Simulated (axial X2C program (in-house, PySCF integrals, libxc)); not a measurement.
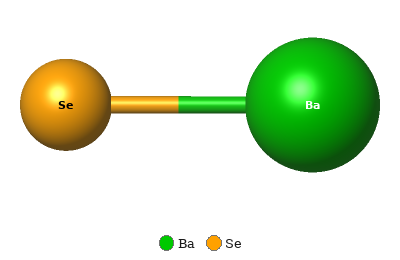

**Figure 1.** The molecule at the reference distance of 2.851 Å.

Run report: BaSe⁺, relativistic diatomic calculation

System: BaSe⁺, single determinant with M_S = 1/2 and |Λ| = 1.
Method: HF, spin-free X2C-1e, Ba dyall-cv3z, Se dyall-cv3z (cores contracted) (axial X2C program (in-house, PySCF integrals, libxc)).

**Input**
```
{"zs": [56, 34], "q": 1, "bas": ["dyall-cv3z", "dyall-cv3z"], "levels": ["PBE0", "HF", "TPSS"], "cc": true, "r0": 2.68, "thr": -2.0, "nmax": 90, "npts": 10, "nst": 2, "ntry": 6}
```

The line is the task of a batch: nuclear charges, charge, bases, the levels to run, a first guess of the distance and further settings. This report covers HF without spin-orbit coupling. The log is that of the reference distance 2.851 Å.

Hardware: 1 thread of Arm Neoverse V2, 24 GiB of memory available, shared host.

Launched within a batch (the task file carries these settings):
```bash
python <driver script> task.json out
```

**Output**
```
spin-free X2C-1e  HF
basis functions 247  fitting functions 1310  grid points 5807
iter        total energy     max residual
   1     -10559.688701934     4.86e-01
   2     -10559.720607660     6.85e-03
   3     -10559.721544086     4.61e-03
   4     -10559.721727535     1.04e-03
   5     -10559.721752224     2.80e-04
   6     -10559.721756861     1.39e-04
   7     -10559.721758532     7.75e-05
   8     -10559.721759218     4.31e-05
   9     -10559.721759463     1.27e-05
  10     -10559.721759480     6.03e-06
  11     -10559.721759484     1.47e-06
  12     -10559.721759484     3.95e-07
converged
one-electron -15174.18961995  Coulomb 4544.93788205  exact exchange -283.87353250  xc functional 0.00000000  nuclear repulsion 353.40351091
correlated 15  virtual 311  natural virtual 90  E(MP2) -0.316974991  MP2 remainder -0.016873787
iter   CCSD correlation   residual
   1     -0.323042796   1.02e-01
   2     -0.329629641   3.53e-02
   3     -0.330823186   1.45e-02
   4     -0.330826152   5.74e-03
   5     -0.330842775   2.05e-03
   6     -0.330845520   8.15e-04
   7     -0.330846276   2.93e-04
   8     -0.330848165   1.02e-04
   9     -0.330847500   3.58e-05
  10     -0.330847286   1.19e-05
  11     -0.330847167   4.23e-06
  12     -0.330847167   1.78e-06
(T) -0.011892353519757698  T1 0.0143  D1 0.0292  max T2 0.050
```

**The points of the curve**

| R (Å) | E (hartree) | dipole (D; origin at the first atom, positive when the second is positive) | highest filled (eV) | lowest empty (eV) |
| --- | --- | --- | --- | --- |
| 2.680 | −10559.711869 | −5.42 | −12.30 | −4.20 |
| 2.765 | −10559.718431 | −5.90 | −12.03 | −4.27 |
| 2.851 | −10559.721759 | −6.36 | −11.79 | −4.34 |
| 2.951 | −10559.722509 | −6.88 | −11.53 | −4.42 |
| 3.051 | −10559.720719 | −7.38 | −11.29 | −4.50 |

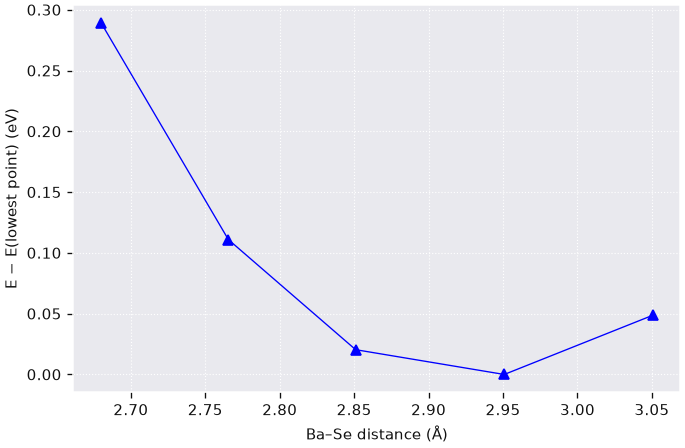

**Figure 2.** Energy at 5 bond lengths, for one set of occupations held fixed; the line joins the points. A polynomial of degree 3 through 5 points gives rₑ = 2.926 Å, ωₑ = 199.9 cm⁻¹ and Bₑ = 0.03891 cm⁻¹. The minimum lies 1.66 eV below Ba⁺ + Se, each computed as one determinant at the same level.

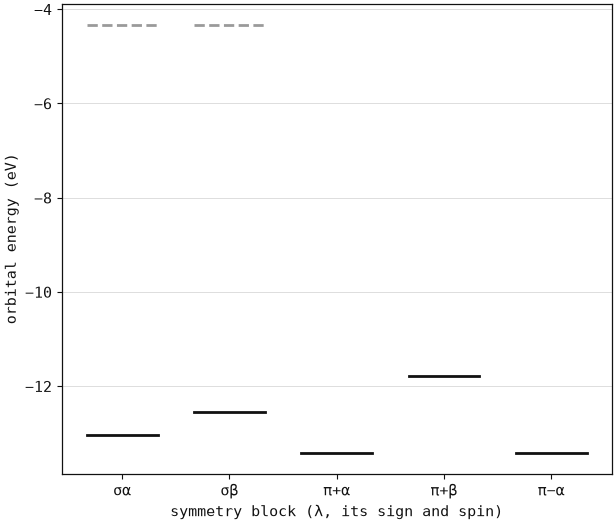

**Figure 3.** Orbital energies near the frontier at 2.85 Å, filled (solid) and empty (dashed); a label such as π−α means λ = −1 and α spin. The highest filled orbital (π+β; 81 % Se p, 11 % Ba d) lies at −11.79 eV, the lowest empty one (σα; 80 % Ba s, 13 % Ba p) at −4.34 eV.

**Key numbers**

- outcome: converged
- bond length rₑ: 2.926 Å
- ωₑ: 199.9 cm⁻¹
- energy at the minimum: −10559.72259 hartree
- depth below the fragments: 1.66 eV
- largest ⟨S²⟩ along the curve: 0.76
- wall time: 3.4 s

**Remarks**

Hartree–Fock lacks correlation, so it usually binds too weakly. To bear in mind: 5 of the 10 points asked for were kept.
